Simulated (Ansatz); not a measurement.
# AlO (oxoaluminum) at 6 levels

Aim: a comparison of 6 runs (U-revPBE/6-31G, UBLYP/3-21G, USVWN5/3-21G, UBCCD(T)/6-31G, UCCSD/6-31G, UCCSD(T)/3-21G) of AlO (oxoaluminum). 

Program for the calculation: Ansatz 0.2.0.

48 further runs of the same task are left out: 2 that didn't finish, 46 set aside as unsound or not needed.

## 1. The system as given

AlO: 2 atoms, total charge 0, spin state doublet. As SMILES, `[O]=[Al]`. The Al2–O1 distance was set to 3.240 Å, away from the relaxed value.

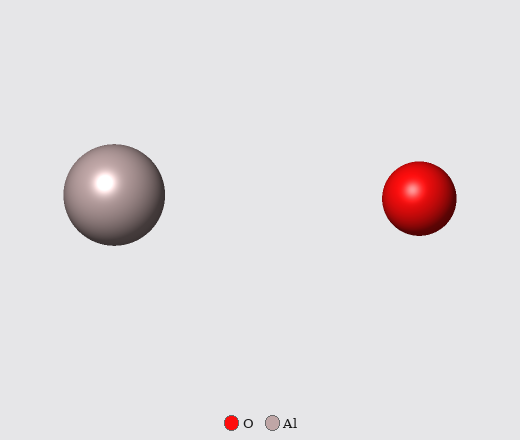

The structure, seen from a chosen angle (oxygen red, aluminium light grey).

## 2. The energy at U-revPBE/6-31G (run 1)

The input, input.yaml:

```yaml
crystal:
  periodic: [false, false, false]
  atoms:
    - symbol: O
      position_ang: [0.000000, -0.000000, -1.644830]
    - symbol: Al
      position_ang: [-0.000000, 0.000000, 1.594970]
basis:
  gaussian: {orbitals: 6-31G}
total_charge: 0
magnetization: {spin_polarized: true, initial_magnetization: 1}
hamiltonian: {xc: {name: revPBE}}
accuracy: high
```

Command:

```bash
ansatz run input.yaml --threads 1 --pin off --max-ram 3480MiB --events-out events.jsonl --progress --plain --runs-dir runs
```

The log of the run:

```text
Warning: RAYON_NUM_THREADS=1 ignored (pool sized by the plan → 1); use --threads N
Functional definition: revPBE
  name "revPBE"
  parameter kappa = 1.245
  parameter beta = 0.06672455060314922
  exchange = pbe_x(kappa = kappa, mu = beta*pi^2/3)
  correlation = pbe_c(beta = beta)
384 factors; integrals over basis functions are off by at most 3.6e-9 eV
mean field evaluation 1: about -8604.5052 eV, gradient 6.3e1 eV
mean field evaluation 2: about -8203.6012 eV, gradient 5.7e1 eV
mean field evaluation 4: about -8517.6879 eV, gradient 1.3e2 eV
mean field evaluation 8: about -8635.2385 eV, gradient 3.5e0 eV
mean field evaluation 16: about -8636.2920 eV, gradient 7.6e-1 eV
mean field evaluation 32: about -8635.8127 eV, gradient 7.5e-2 eV
mean field evaluation 64: about -8636.3002 eV, gradient 1.6e-8 eV
mean field evaluation 96: about -8633.7059 eV, gradient 1.6e1 eV
mean field evaluation 128: about -8636.3002 eV, gradient 9.3e-7 eV
mean field evaluation 160: about -8633.4838 eV, gradient 1.2e1 eV
mean field evaluation 192: about -8626.7519 eV, gradient 1.8e1 eV
mean field -8636.30023982 eV, -317.3781799189 hartree, gradient 9.3e-8 eV, S^2 1.052650; 10 other end points of the search recorded, 0 dependent functions left out
reference -8636.30024318 eV, -317.3781800423 hartree; 11, 10 occupied and 11, 12 virtual orbitals, 384 factors
Total energy: -8636.30024318 eV, -317.3781800423 hartree
```

Wall time 6.6 s (1 thread of Intel Xeon Platinum 8488C (Sapphire Rapids), shared host); peak memory 0.12 GiB.

## 3. A single-point energy at UBLYP/3-21G (run 2)

The input, input.yaml:

```yaml
crystal:
  periodic: [false, false, false]
  atoms:
    - {symbol: O, position_ang: [0.000000, -0.000000, -1.644830]}
    - {symbol: Al, position_ang: [-0.000000, 0.000000, 1.594970]}
basis:
  gaussian: {orbitals: 3-21G.json}
magnetization: {spin_polarized: true, initial_magnetization: 1}
hamiltonian: {xc: {name: BLYP}}
accuracy: high
```

The basis set 3-21G is read from a file made from the Basis Set Exchange's data (not shown).

Command:

```bash
ansatz run input.yaml --threads 1 --pin off --max-ram 3480MiB --events-out events.jsonl --progress --plain --runs-dir runs
```

The log of the run (excerpt; [...] marks lines left out):

```text
Warning: RAYON_NUM_THREADS=1 ignored (pool sized by the plan → 1); use --threads N
Functional definition: BLYP
  name "BLYP"
[...]
382 factors; integrals over basis functions are off by at most 4.3e-9 eV
[...]
mean field -8591.19520103 eV, -315.7206003167 hartree, gradient 5.3e-8 eV, S^2 1.100426; 8 other end points of the search recorded, 0 dependent functions left out
reference -8591.19523553 eV, -315.7206015845 hartree; 11, 10 occupied and 11, 12 virtual orbitals, 382 factors
Total energy: -8591.19523553 eV, -315.7206015845 hartree
```

Run time: 6 s. Hardware: 1 thread of Intel Xeon Platinum 8488C (Sapphire Rapids), shared host; peak memory 0.12 GiB.

Runs 3 to 4 aren't shown in full; the table further down has their settings and results.

## 4. A single-point energy at UCCSD/6-31G (run 5)

The input, job.yaml:

```yaml
crystal:
  periodic: [false, false, false]
  atoms:
    - {symbol: O, position_ang: [0.000000, -0.000000, -1.644830]}
    - {symbol: Al, position_ang: [-0.000000, 0.000000, 1.594970]}
basis:
  gaussian: {orbitals: 6-31G}
magnetization: {spin_polarized: true, initial_magnetization: 1}
correlation: {method: ccsd, frozen_orbitals: {Al: 5, O: 1}}
accuracy: high
scf: {omitted_lower_state_checks: [cluster_reference, increment]}
```

Command:

```bash
ansatz run job.yaml --threads 1 --pin off --max-ram 3480MiB --events-out events.jsonl --progress --plain --runs-dir runs
```

The log of the run:

```text
Warning: RAYON_NUM_THREADS=1 ignored (pool sized by the plan → 1); use --threads N
[... 25 lines left out ...]
6 core orbitals not correlated: weight in the atoms' cores, before any rotation towards them, 1.000 or more for the frozen orbitals, at most 0.000 for the correlated occupied ones
[... 66 lines left out ...]
Total energy: -8618.98771118 eV, -316.7419562260 hartree
Checks for a lower state left out: cluster_reference, increment
```

It took 1.6 s on 1 thread of Intel Xeon Platinum 8488C (Sapphire Rapids), shared host.

## 5. The energy at UCCSD(T)/3-21G (run 6)

The input, input.yaml:

```yaml
crystal:
  periodic: [false, false, false]
  atoms:
    - {symbol: O, position_ang: [0.000000, -0.000000, -1.644830]}
    - {symbol: Al, position_ang: [-0.000000, 0.000000, 1.594970]}
basis:
  gaussian:
    orbitals: 3-21G.json
magnetization:
  spin_polarized: true
  initial_magnetization: 1
correlation:
  method: ccsd_t
  frozen_orbitals: {Al: 5, O: 1}
accuracy: high
scf:
  omitted_lower_state_checks: [cluster_reference, increment]
```

The basis set 3-21G is read from a file made from the Basis Set Exchange's data (not shown).

Command:

```bash
ansatz run input.yaml --threads 1 --pin off --max-ram 3480MiB --events-out events.jsonl --progress --plain --runs-dir runs
```

The log of the run:

```text
Warning: RAYON_NUM_THREADS=1 ignored (pool sized by the plan → 1); use --threads N
[... 24 lines left out ...]
6 core orbitals not correlated: weight in the atoms' cores, before any rotation towards them, 1.000 or more for the frozen orbitals, at most 0.000 for the correlated occupied ones
[... 68 lines left out ...]
Total energy: -8572.71428726 eV, -315.0414392623 hartree
Checks for a lower state left out: cluster_reference, increment
```

It took 1.5 s on 1 thread of Intel Xeon Platinum 8488C (Sapphire Rapids), shared host.

## 6. The series

```
run           level  frozen core orbitals  energy (Eh)   ⟨S²⟩  wall time
  1  U-revPBE/6-31G                     –  -317.378180  1.053      6.6 s
  2     UBLYP/3-21G                     –  -315.720602  1.100        6 s
  3    USVWN5/3-21G                     –  -314.121926  1.124        3 s
  4  UBCCD(T)/6-31G                     6  -316.743762  1.658      1.6 s
  5     UCCSD/6-31G                     6  -316.741956  1.658      1.6 s
  6  UCCSD(T)/3-21G                     6  -315.041439  1.746      1.5 s
```

## 7. Outcome

```
                                          quantity          value
                               run 6: total energy  -315.04144 Eh
run 6: correlation energy (6 core orbitals frozen)      -91.9 mEh
                             run 6: (T) correction      -2.10 mEh
          run 6: ⟨S²⟩ of the reference determinant          1.746
                              run 6: T1 diagnostic          0.055
```

Totals of different functionals can't be ranked against each other. Spin contamination of the reference: run 6 ⟨S²⟩ = 1.75, run 4 ⟨S²⟩ = 1.66, run 5 ⟨S²⟩ = 1.66, run 3 ⟨S²⟩ = 1.12, run 2 ⟨S²⟩ = 1.10, run 1 ⟨S²⟩ = 1.05. Where it is this large, the reference is a mixture of spin states, and values that rest on it are in doubt. All runs together took 20 s, the longest 6.6 s.
